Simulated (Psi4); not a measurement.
**GaH2ClO (SMILES [OH][GaH][Cl]): OMP2/def2-SVPD (density fitting for correlation)**

Aim: the vertical ionisation energy of GaH2ClO at OMP2/def2-SVPD (density fitting for correlation), from 2 runs. 

The calculation is run with Psi4 1.11.

1 further run of the same task is left out (it didn't finish).

## 1. The system as given

The species is GaH2ClO (5 atoms), meant as a singlet with charge 0. SMILES: `[OH][GaH][Cl]`. The coordinates come from a PBE0-D4/def2-TZVP relaxation. This is one conformer, not always the lowest.

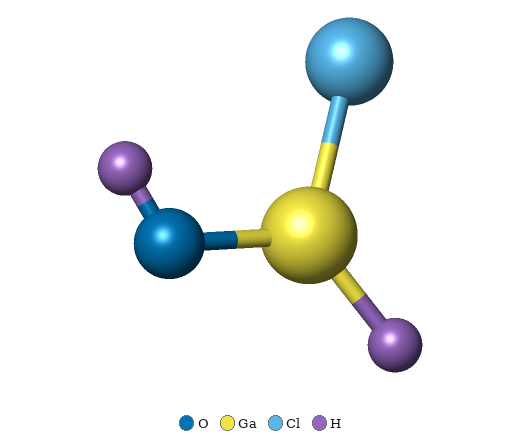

Viewed from a chosen angle; oxygen blue, gallium yellow, chlorine blue, hydrogen purple.

## 2. A single-point energy at OMP2/def2-SVPD (density fitting for correlation)

clgah2o.xyz reads:

```xyz
5
ClGaH2O
O     -1.152400     0.516000    -0.496900
Ga     0.470000     0.208100     0.146200
Cl     0.927500    -1.856600     0.504600
H     -1.672300    -0.281800    -0.622300
H      1.477200     1.340600     0.426900
```

run.py reads:

```python
import numpy as np
from ase.calculators.psi4 import Psi4
from ase.io import read

atoms = read('clgah2o.xyz')
calc = Psi4(atoms=atoms, method='omp2', basis='def2-SVPD', memory='1600MB', num_threads=1, charge=0, multiplicity=1, label='psi4-calc')
calc.psi4.set_options({'puream': True, 'e_convergence': 1e-09, 'd_convergence': 1e-08, 'scf_type': 'pk', 'num_frozen_docc': 15})
atoms.calc = calc

print(f'energy: {atoms.get_potential_energy():.6f} eV')
```

On the command line:

```console
$ python run.py
```

psi4-calc.dat:

```text
[...]
  Running in c1 symmetry.
[...]
  Nuclear repulsion =  255.054728086578365
[...]
  Multiplicity = 1
[...]
  Nalpha       = 29
  Nbeta        = 29
[...]
    Number of basis functions: 104
[...]
   @RHF iter   1: -2457.04814662343097   -3.14146e+00   2.20446e-02 ADIIS/DIIS
[...]
   @RHF iter  12: -2458.42525916840623   -2.72848e-12   5.70319e-09 DIIS
[...]
    Orbital Energies [Eh]
    ---------------------
    Doubly Occupied:
       1A   -378.834733     2A   -104.794945     3A    -48.201156
       4A    -42.544061     5A    -42.540797     6A    -42.539457
       7A    -20.560949     8A    -10.556177     9A     -8.030542
      10A     -8.028570    11A     -8.028360    12A     -6.444109
      13A     -4.543243    14A     -4.538666    15A     -4.535867
      16A     -1.323609    17A     -1.257545    18A     -1.253104
      19A     -1.248968    20A     -1.248378    21A     -1.223587
      22A     -1.072670    23A     -0.685838    24A     -0.593062
      25A     -0.525755    26A     -0.510566    27A     -0.486431
      28A     -0.468431    29A     -0.457181
[...]
  @RHF Final Energy: -2458.42525916840623
   => Energetics <=
    Nuclear Repulsion Energy =            255.0547280865783648
    One-Electron Energy =               -3932.8064642712479326
    Two-Electron Energy =                1219.3264770162631976
    Total Energy =                      -2458.4252591684062281
[...]
 Multipole Moments:
 ------------------------------------------------------------------------------------
     Multipole            Electronic (a.u.)      Nuclear  (a.u.)        Total (a.u.)
 ------------------------------------------------------------------------------------
 L = 1.  Multiply by 2.5417464519 to convert [e a0] to [Debye]
 Dipole X            :          2.1023388           -1.9985696            0.1037691
 Dipole Y            :          0.7541119           -0.5554586            0.1986533
 Dipole Z            :          0.7300292           -0.7081602            0.0218689
 Magnitude           :                                                    0.2251875
[...]
	Warning: cc_lambda option is changed to TRUE
	For this residual convergence, default PCG convergence is:     1.00e-07
[...]
	DF-MP2 Total Energy (a.u.)         : -2458.98758948000022
[...]
	DF-MP2 Total Energy (a.u.)         : -2458.99835128342966
[...]
	DF-OMP2 Total Energy (a.u.)        : -2458.99835128338827
[...]
```

Standard output:

```text
energy: -66912.753370 eV
```

Wall time 44 s (1 thread of Intel Xeon 6975P-C (Granite Rapids), shared host); peak memory 0.46 GiB.

## 3. The doublet cation at the same level

clgah2o.xyz is that of step 2.

clgah2o.py reads:

```python
import psi4

psi4.set_memory('1600 MB')
psi4.set_num_threads(1)
psi4.set_output_file('output.dat', False)

with open('clgah2o.xyz') as f:
    atoms = ''.join(f.readlines()[2:])
geom = psi4.geometry('1 2\n' + atoms + 'symmetry c1')

psi4.set_options({
    'basis': 'def2-SVPD',
    'reference': 'uhf',
    'puream': True,
    'e_convergence': 1e-09,
    'd_convergence': 1e-08,
    'scf_type': 'pk',
    'num_frozen_docc': 15,
    'maxiter': 200,
})

E = psi4.energy("omp2", molecule=geom)
print('E =', round(E, 9))
```

On the command line:

```console
$ python clgah2o.py
```

output.dat:

```text
[...]
  Running in c1 symmetry.
[...]
  Nuclear repulsion =  255.054728086578365
[...]
  Multiplicity = 2
[...]
  Nalpha       = 29
  Nbeta        = 28
[...]
    Number of basis functions: 104
[...]
   @UHF iter   1: -2456.56677069745092   -2.66008e+00   2.23190e-02 DIIS/ADIIS
[...]
   @UHF iter  21: -2458.02401841466235   -1.27329e-11   8.24673e-09 DIIS
[...]
   @S^2 Observed:                7.588896147E-01
[...]
    Orbital Energies [Eh]
    ---------------------
    Alpha Occupied:
       1A   -379.060532     2A   -105.188112     3A    -48.427643
       4A    -42.769890     5A    -42.767848     6A    -42.765444
       7A    -20.756400     8A    -10.947619     9A     -8.439620
      10A     -8.416167    11A     -8.414185    12A     -6.669873
      13A     -4.767198    14A     -4.766170    15A     -4.760010
      16A     -1.525537    17A     -1.509781    18A     -1.478989
      19A     -1.473147    20A     -1.472059    21A     -1.452408
      22A     -1.429692    23A     -0.907820    24A     -0.896516
      25A     -0.858756    26A     -0.822137    27A     -0.726616
      28A     -0.699895    29A     -0.694319
    Alpha Virtual:
[...]
  @UHF Final Energy: -2458.02401841466235
   => Energetics <=
    Nuclear Repulsion Energy =            255.0547280865783648
    One-Electron Energy =               -3917.6076529992169526
    Two-Electron Energy =                1204.5289064979760951
    Total Energy =                      -2458.0240184146623506
  UHF NO Occupations:
  HONO-2 :   27  A 1.9994322
  HONO-1 :   28  A 1.9965610
[...]
 Multipole Moments:
 ------------------------------------------------------------------------------------
     Multipole            Electronic (a.u.)      Nuclear  (a.u.)        Total (a.u.)
 ------------------------------------------------------------------------------------
 L = 1.  Multiply by 2.5417464519 to convert [e a0] to [Debye]
 Dipole X            :          2.7925543           -1.9985696            0.7939846
 Dipole Y            :         -0.9803681           -0.5554586           -1.5358267
 Dipole Z            :          1.1471694           -0.7081602            0.4390091
 Magnitude           :                                                    1.7837893
[...]
	Warning: cc_lambda option is changed to TRUE
	For this residual convergence, default PCG convergence is:     1.00e-07
[...]
	DF-SCS-MP2 Total Energy (a.u.)     : -2458.52992962691224
	DF-SOS-MP2 Total Energy (a.u.)     : -2458.51722289290410
[...]
	DF-SCS-OMP2 Total Energy (a.u.)    : -2458.54205138356019
	DF-SOS-OMP2 Total Energy (a.u.)    : -2458.48567448900485
	DF-SCS(N)-OMP2 Total Energy (a.u.) : -2458.29346078329809
[...]
	DF-OMP2 Total Energy (a.u.)        : -2458.57315788759752
[...]
```

On the terminal:

```text
E = -2458.573157888
```

Wall time 2.5 min (1 thread of Intel Xeon 6975P-C (Granite Rapids), shared host); peak memory 0.42 GiB.

## 4. Outcome

Level: OMP2/def2-SVPD (density fitting for correlation), 15 core orbitals frozen.

```
                                                                  quantity           value
                                             singlet GaH2ClO: total energy  -2458.99835 Eh
                      singlet GaH2ClO: HOMO energy (Hartree–Fock orbitals)       -12.44 eV
                      singlet GaH2ClO: LUMO energy (Hartree–Fock orbitals)         1.35 eV
                    singlet GaH2ClO: HOMO–LUMO gap (Hartree–Fock orbitals)        13.79 eV
             singlet GaH2ClO: correlation energy (15 core orbitals frozen)      -573.1 mEh
                                              doublet cation: total energy  -2458.57316 Eh
doublet cation: HOMO energy (Hartree–Fock orbitals) (highest over α and β)       -18.83 eV
 doublet cation: LUMO energy (Hartree–Fock orbitals) (lowest over α and β)        -9.49 eV
              doublet cation: correlation energy (15 core orbitals frozen)      -549.1 mEh
                         doublet cation: ⟨S²⟩ of the reference determinant           0.759
                        vertical ionisation energy (to the doublet cation)       11.570 eV
```

In words: The vertical ionisation energy comes to 11.57 eV (267 kcal/mol).
